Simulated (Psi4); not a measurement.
**UBHLYP/def2-TZVPPD run of N2H (dinitrogen monohydride)**

What is the vertical doublet–quartet gap of N2H (dinitrogen monohydride) at UBHLYP/def2-TZVPPD? Input form: a Python script.

Program for the calculation: Psi4 1.11.

## Step 1: Starting point

N2H has 3 atoms, charge 0, and is taken as a doublet. As SMILES, `[N]=N`. Geometry: relaxed at PBE0-D4/def2-TZVP.

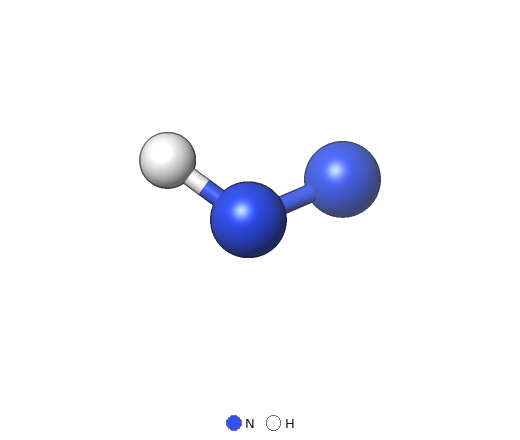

Viewed from a chosen angle; nitrogen blue, hydrogen white.

## Step 2: Energy and forces at UBHLYP/def2-TZVPPD

Contents of calc.py:

```python
import psi4

psi4.set_memory('2200 MB')
psi4.set_num_threads(1)
psi4.core.set_output_file('output.dat', False)

geom = psi4.geometry("""
0 2
N      0.710530    -0.606720     0.326180
N     -0.268660    -0.217710    -0.170100
H     -0.441870     0.824430    -0.156080
symmetry c1
no_reorient
no_com
""")

options = {'reference': 'uks', 'puream': True, 'e_convergence': 1e-09, 'd_convergence': 1e-08, 'scf_type': 'pk', 'dft_radial_points': 99, 'dft_spherical_points': 590, 'maxiter': 100}
psi4.set_options(options)

e_tot = psi4.gradient("bhhlyp/def2-TZVPPD")
print('gradient / Eh bohr^-1')
print(e_tot.np.round(6))
```

Started as:

```sh
$ python calc.py
```

output.dat:

```text
[...]
  Running in c1 symmetry.
[...]
  Nuclear repulsion =   27.719687010035415
[...]
  Multiplicity = 2
[...]
  Nalpha       = 8
  Nbeta        = 7
[...]
    Number of basis functions: 91
[...]
   @UKS iter   1:  -109.96273748360829   -5.13906e-01   3.57596e-03 DIIS/ADIIS
[...]
   @UKS iter  15:  -110.01468553841877   -1.03739e-12   1.86898e-09 DIIS
[...]
   @S^2 Observed:                7.603243211E-01
[...]
    Orbital Energies [Eh]
    ---------------------
    Alpha Occupied:
       1A    -14.889491     2A    -14.886172     3A     -1.222887
       4A     -0.778495     5A     -0.587181     6A     -0.517533
       7A     -0.496932     8A     -0.291077
    Alpha Virtual:
       9A      0.004435    10A      0.041064    11A      0.101608
      12A      0.124932    13A      0.150217    14A      0.179305
      15A      0.236737    16A      0.281951    17A      0.295326
      18A      0.301790    19A      0.330277    20A      0.347948
      21A      0.365130    22A      0.427310    23A      0.428865
      24A      0.457545    25A      0.466958    26A      0.504984
[...]
  @UKS Final Energy:  -110.01468553841877
   => Energetics <=
    Nuclear Repulsion Energy =             27.7196870100354147
    One-Electron Energy =                -203.3825449632950892
    Two-Electron Energy =                  72.9377746387962844
    DFT Exchange-Correlation Energy =      -7.2896022239553782
    Empirical Dispersion Energy =           0.0000000000000000
    VV10 Nonlocal Energy =                  0.0000000000000000
    Total Energy =                       -110.0146855384187745
[...]
 Multipole Moments:
 ------------------------------------------------------------------------------------
     Multipole            Electronic (a.u.)      Nuclear  (a.u.)        Total (a.u.)
 ------------------------------------------------------------------------------------
 L = 1.  Multiply by 2.5417464519 to convert [e a0] to [Debye]
 Dipole X            :         -5.2946578            5.0100797           -0.2845781
 Dipole Y            :         10.0435020           -9.3476815            0.6958205
 Dipole Z            :         -1.8529670            1.7696907           -0.0832763
 Magnitude           :                                                    0.7563636
[...]
  -Total Gradient:
     Atom            X                  Y                   Z
    ------   -----------------  -----------------  -----------------
       1        0.015056202285    -0.007668445649     0.007454439486
       2       -0.011686111628    -0.003070276401    -0.006729587068
       3       -0.003369992383     0.010738624214    -0.000724808759
[...]
```

On the terminal:

```text
gradient / Eh bohr^-1
[[ 0.015056 -0.007668  0.007454]
 [-0.011686 -0.00307  -0.00673 ]
 [-0.00337   0.010739 -0.000725]]
```

Wall time 22 s (1 thread of AMD EPYC 7R43 (Zen 3), shared host); peak memory 0.77 GiB.

## Step 3: The quartet at the same level

Contents of hn2.xyz:

```xyz
3
HN2
N      0.710530    -0.606720     0.326180
N     -0.268660    -0.217710    -0.170100
H     -0.441870     0.824430    -0.156080
```

Contents of run.py:

```python
import psi4

psi4.set_memory(2200000000)
psi4.set_num_threads(1)
psi4.core.set_output_file('hn2.out', False)

with open('hn2.xyz') as f:
    atoms = ''.join(f.readlines()[2:])
geom = psi4.geometry('0 4\n' + atoms + 'symmetry c1')

options = {'basis': 'def2-TZVPPD', 'reference': 'uks', 'puream': True, 'e_convergence': 1e-09, 'd_convergence': 1e-08, 'scf_type': 'pk', 'dft_radial_points': 99, 'dft_spherical_points': 590, 'maxiter': 100}
psi4.set_options(options)

e_tot, wfn = psi4.gradient("BHHLYP", molecule=geom, return_wfn=True)
print('gradient / Eh bohr^-1')
print(e_tot.np.round(6))
print(f'energy = {wfn.energy():.10f} Eh')
for k, v in sorted(psi4.core.scalar_variables().items()):
    print(f'{k:45s} {v:18.10f}')
```

Started as:

```sh
$ python run.py
```

hn2.out:

```text
[...]
  Running in c1 symmetry.
[...]
  Nuclear repulsion =   27.719687010035415
[...]
  Multiplicity = 4
[...]
  Nalpha       = 9
  Nbeta        = 6
[...]
    Number of basis functions: 91
[...]
   @UKS iter   1:  -109.73035931733538   -2.81527e-01   3.97750e-03 DIIS/ADIIS
[...]
   @UKS iter  16:  -109.79701433408151   -6.65068e-12   6.40563e-09 DIIS
[...]
   @S^2 Observed:                3.762984808E+00
[...]
    Orbital Energies [Eh]
    ---------------------
    Alpha Occupied:
       1A    -14.896725     2A    -14.866546     3A     -1.250477
       4A     -0.812796     5A     -0.612414     6A     -0.572456
       7A     -0.564075     8A     -0.314398     9A     -0.238028
    Alpha Virtual:
      10A      0.041290    11A      0.101518    12A      0.120017
      13A      0.150663    14A      0.180151    15A      0.237632
      16A      0.283220    17A      0.291431    18A      0.296339
      19A      0.317046    20A      0.344895    21A      0.363842
      22A      0.425882    23A      0.427786    24A      0.454649
      25A      0.462105    26A      0.489847    27A      0.540128
[...]
  @UKS Final Energy:  -109.79701433408151
   => Energetics <=
    Nuclear Repulsion Energy =             27.7196870100354147
    One-Electron Energy =                -203.1876155408677960
    Two-Electron Energy =                  72.9905239077096866
    DFT Exchange-Correlation Energy =      -7.3196097109588152
    Empirical Dispersion Energy =           0.0000000000000000
    VV10 Nonlocal Energy =                  0.0000000000000000
    Total Energy =                       -109.7970143340815099
[...]
 Multipole Moments:
 ------------------------------------------------------------------------------------
     Multipole            Electronic (a.u.)      Nuclear  (a.u.)        Total (a.u.)
 ------------------------------------------------------------------------------------
 L = 1.  Multiply by 2.5417464519 to convert [e a0] to [Debye]
 Dipole X            :          0.1656619           -0.6278990           -0.4622371
 Dipole Y            :         -0.7342790            1.1239941            0.3897151
 Dipole Z            :         -0.0000000            0.0000000           -0.0000000
 Magnitude           :                                                    0.6045999
[...]
  -Total Gradient:
     Atom            X                  Y                   Z
    ------   -----------------  -----------------  -----------------
       1       -0.253169909314     0.095299461157     0.000000000024
       2        0.251079742866    -0.119247470296    -0.000000000064
       3        0.002090237618     0.023947722455     0.000000000040
[...]
```

The script printed:

```text
gradient / Eh bohr^-1
[[-0.25317   0.095299  0.      ]
 [ 0.25108  -0.119247 -0.      ]
 [ 0.00209   0.023948  0.      ]]
energy = -109.7970143341 Eh
CURRENT ENERGY                                   -109.7970143341
CURRENT REFERENCE ENERGY                         -109.7970143341
DD SOLVATION ENERGY                                 0.0000000000
DFT FUNCTIONAL TOTAL ENERGY                      -109.7970143341
DFT TOTAL ENERGY                                 -109.7970143341
DFT VV10 ENERGY                                     0.0000000000
DFT XC ENERGY                                      -7.3196097110
GRID ELECTRONS ALPHA                                8.9999999996
GRID ELECTRONS BETA                                 5.9999999983
GRID ELECTRONS TOTAL                               14.9999999979
NUCLEAR REPULSION ENERGY                           27.7196870100
ONE-ELECTRON ENERGY                              -203.1876155409
PCM POLARIZATION ENERGY                             0.0000000000
PE ENERGY                                           0.0000000000
SCF ITERATION ENERGY                             -109.7970143341
SCF ITERATIONS                                     16.0000000000
SCF TOTAL ENERGY                                 -109.7970143341
TWO-ELECTRON ENERGY                                72.9905239077
XC GRID RADIAL POINTS                              99.0000000000
XC GRID SPHERICAL POINTS                          590.0000000000
XC GRID TOTAL POINTS                           170778.0000000000
```

Run time: 24 s. Hardware: 1 thread of AMD EPYC 7R43 (Zen 3), shared host; peak memory 0.76 GiB.

## Step 4: Results

At UBHLYP/def2-TZVPPD:

```
                                        quantity          value
                           doublet: total energy  -110.01469 Eh
                          doublet: dipole moment         1.92 D
     doublet: HOMO energy (highest over α and β)       -7.92 eV
      doublet: LUMO energy (lowest over α and β)       -0.32 eV
                                   doublet: ⟨S²⟩          0.760
               doublet: largest force on an atom     0.950 eV/Å
                           quartet: total energy  -109.79701 Eh
                          quartet: dipole moment         1.54 D
     quartet: HOMO energy (highest over α and β)       -6.48 eV
      quartet: LUMO energy (lowest over α and β)       -5.59 eV
                                   quartet: ⟨S²⟩          3.763
               quartet: largest force on an atom    14.293 eV/Å
vertical energy of the quartet above the doublet       5.923 eV
```

What this shows: At this shape the quartet lies 5.92 eV (571 kJ/mol) above the doublet. The largest force (doublet) is 0.95 eV/Å: the shape isn't a stationary point for this species at this level.
